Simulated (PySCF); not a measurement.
# AlH (SMILES [AlH]): CISD/def2-SVP

Aim: the vertical singlet–triplet gap of AlH at CISD/def2-SVP, from 2 runs. 

The results are computed with PySCF 2.14.0.

10 further runs of the same task are left out: 10 set aside as unsound or not needed.

## (1) The structure to begin with

AlH has 2 atoms, charge 0, and is taken as a singlet. As SMILES, `[AlH]`. The shape is that of a PBE0-D4/def2-TZVP optimisation.

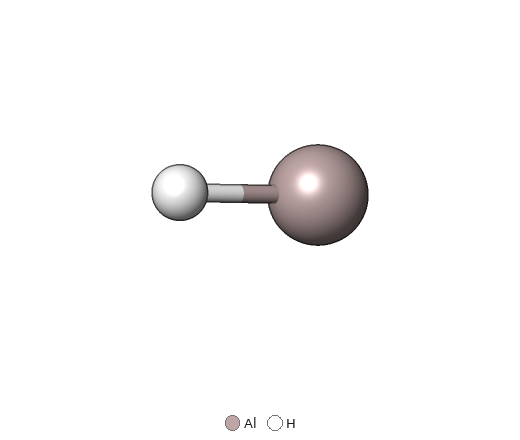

Viewed from a chosen angle; aluminium light grey, hydrogen white.

## (2) A single-point energy at CISD/def2-SVP

Contents of job.py:

```python
from pyscf import gto, ci

mol = gto.M(
    atom='''
Al       0.000000       0.000000      -0.025640
H        0.000000       0.000000       1.639110
''',
    max_memory=1860,
    basis='def2-svp',
    verbose=3,
)

hf = mol.RHF()
hf.conv_tol = 1e-10
hf.kernel()
if not hf.converged:
    hf = hf.newton().run(hf.mo_coeff, hf.mo_occ)

cisd = ci.CISD(hf, frozen=5)
cisd.kernel()
e_final = cisd.e_tot
print('Final energy', e_final)
```

The run is started by

```sh
OMP_NUM_THREADS=1 python job.py
```

What it wrote:

```text
converged SCF energy = -242.372850940188
E(RCISD) = -242.4413085364752  E_corr = -0.06845759628713191
Final energy -242.4413085364752
```

Run time: 0.68 s. Hardware: 1 thread of Arm Neoverse V2, shared host; peak memory 0.12 GiB.

## (3) The triplet, same level

Contents of calc.py:

```python
from pyscf import gto, scf, ci

mol = gto.M(
    atom='''
Al     0.000000     0.000000    -0.025640
H      0.000000     0.000000     1.639110
''',
    basis='def2-svp',
    spin=2,
    verbose=3,
    charge=0,
    max_memory=1860,
)

myscf = scf.UHF(mol)
myscf.conv_tol = 1e-10
myscf.kernel()
if not myscf.converged:
    myscf = myscf.newton().run(myscf.mo_coeff, myscf.mo_occ)

cisd = ci.CISD(myscf, frozen=5)
cisd.kernel()
e_final = cisd.e_tot
print(f'total energy: {e_final:.8f} hartree')
```

The run is started by

```sh
OMP_NUM_THREADS=1 python calc.py
```

What it wrote:

```text
WARN: HOMO 0.00896434533026778 >= LUMO -0.171832265265926

converged SCF energy = -242.328181803065  <S^2> = 2.0077111  2S+1 = 3.0051364
E(UCISD) = -242.3749141113386  E_corr = -0.04673230827382735
total energy: -242.37491411 hartree
```

Wall time 0.74 s (1 thread of Arm Neoverse V2, shared host); peak memory 0.11 GiB.

## (4) What came out

Level: CISD/def2-SVP, 5 core orbitals frozen.

```
                                                           quantity          value
                                              singlet: total energy  -242.44131 Eh
                      singlet: dipole moment (Hartree–Fock density)         0.21 D
                       singlet: HOMO energy (Hartree–Fock orbitals)       -7.82 eV
                       singlet: LUMO energy (Hartree–Fock orbitals)        0.95 eV
                     singlet: HOMO–LUMO gap (Hartree–Fock orbitals)        8.77 eV
               singlet: correlation energy (5 core orbitals frozen)      -68.5 mEh
                                              triplet: total energy  -242.37491 Eh
                      triplet: dipole moment (Hartree–Fock density)         1.14 D
triplet: HOMO energy (Hartree–Fock orbitals) (highest over α and β)       -6.44 eV
 triplet: LUMO energy (Hartree–Fock orbitals) (lowest over α and β)        0.00 eV
               triplet: correlation energy (5 core orbitals frozen)      -46.7 mEh
                         triplet: ⟨S²⟩ of the reference determinant          2.008
                   vertical energy of the triplet above the singlet       1.807 eV
```

At this shape the triplet lies 1.81 eV (42 kcal/mol) above the singlet.
